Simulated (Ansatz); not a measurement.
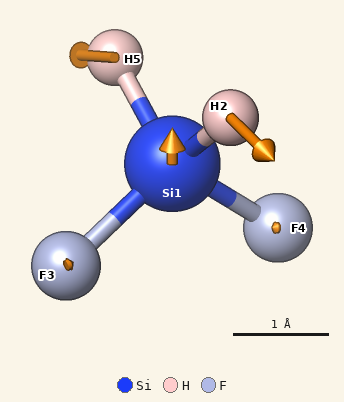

A relaxation of SiH2F2. The starting structure is drawn; orange arrows show the displacements, magnified 20 times. The two geometries are superimposed by the best rigid fit.

Style: ball-and-stick. Shown at a tilt.

The run prepares the start of a later molecular dynamics calculation, from a guessed geometry.

Computed with RKS PBE0/6-31G* (Ansatz). Settings: no spin polarisation; force threshold 0.02 eV/Å; at most 40 steps.

Question: Atoms of which element are displaced furthest, and by how much?

Answer: Hydrogen: up to 0.048 Å, against 0.020 Å for silicon.

Question: What did the optimiser do to the structure, and how much energy did it gain?

Answer: Over 3 geometry steps the energy falls by 2.14 kJ/mol. Largest force component: 0.43 eV/Å at the start, 0.0023 eV/Å at the end. The largest moves after the best rigid fit, 0.048 Å, are those of H2 and H5. By element the largest moves are H 0.048 Å, Si 0.020 Å, F 0.005 Å. Among the contacts that change: Si1–H2 1.460 → 1.480 Å, Si1–F3 1.590 → 1.597 Å. Bond angles that change, for instance: H2–Si1–H5 109.5° → 113.5°.
